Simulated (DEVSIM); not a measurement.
Device: Au/SiO2/p-Ge capacitor, at 300 K.

| layer (left to right) | material | thickness (nm) | Na (cm⁻³) |
|---|---|---|---|
| 1 | SiO2 | 13.0 | - |
| 2 | Ge | 3400 | 3e16 |

Metal gate on the left, work function 5.1 eV. Fixed charge at the semiconductor interface 7e11 cm⁻² (in units of +e); no interface traps.

The device is made up for the run: typed textbook-type constants, with dimensions and the other settings drawn at random. Values at 300 K.

```
parameter      SiO2       Ge
-------------  ----  -------
gap (eV)          9    0.664
affinity (eV)   0.9        4
permittivity    3.9       16
Nc (cm⁻³)         -  1.04e19
Nv (cm⁻³)         -     6e18
```

Simulated with DEVSIM: 1D Poisson equation in equilibrium, Boltzmann statistics, complete ionisation; no quantum confinement or tunnelling. Metal contacts follow the ideal Schottky-Mott rule: no Fermi-level pinning, no interface dipoles.

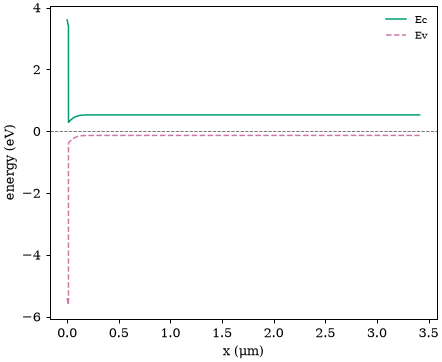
Fig. 1. Band edges at 0.6 V on the gate

Energies count from the Fermi level of the right contact; mesh points crowd at the junctions.

```tsv
x (μm)	Ec (eV)	Ev (eV)	n (cm⁻³)	p (cm⁻³)	field (V/cm)
0.000	3.600	-5.400	< 1e2	< 1e2	-170000
0.001345	3.578	-5.423	< 1e2	< 1e2	-170000
0.003962	3.534	-5.466	< 1e2	< 1e2	-170000
0.008583	3.457	-5.543	< 1e2	< 1e2	-170000
0.01202	3.399	-5.601	< 1e2	< 1e2	-170000
0.01321	0.284	-0.380	1.8e14	2.5e12	38000
0.01494	0.291	-0.373	1.4e14	3.2e12	38000
0.02101	0.313	-0.351	5.8e13	7.6e12	36000
0.03322	0.354	-0.310	1.2e13	3.7e13	32000
0.06006	0.427	-0.237	7.1e11	6.2e14	23000
0.1206	0.508	-0.156	3.0e10	1.5e16	6100
0.3333	0.527	-0.137	1.5e10	3.0e16	≈ 0
0.7367	0.527	-0.137	1.5e10	3.0e16	≈ 0
1.646	0.527	-0.137	1.5e10	3.0e16	≈ 0
2.819	0.527	-0.137	1.5e10	3.0e16	≈ 0
3.150	0.527	-0.137	1.5e10	3.0e16	≈ 0
3.297	0.527	-0.137	1.5e10	3.0e16	≈ 0
3.362	0.527	-0.137	1.5e10	3.0e16	≈ 0
3.397	0.527	-0.137	1.5e10	3.0e16	≈ 0
3.407	0.527	-0.137	1.5e10	3.0e16	≈ 0
3.411	0.527	-0.137	1.5e10	3.0e16	≈ 0
3.413	0.527	-0.137	1.5e10	3.0e16	≈ 0
```
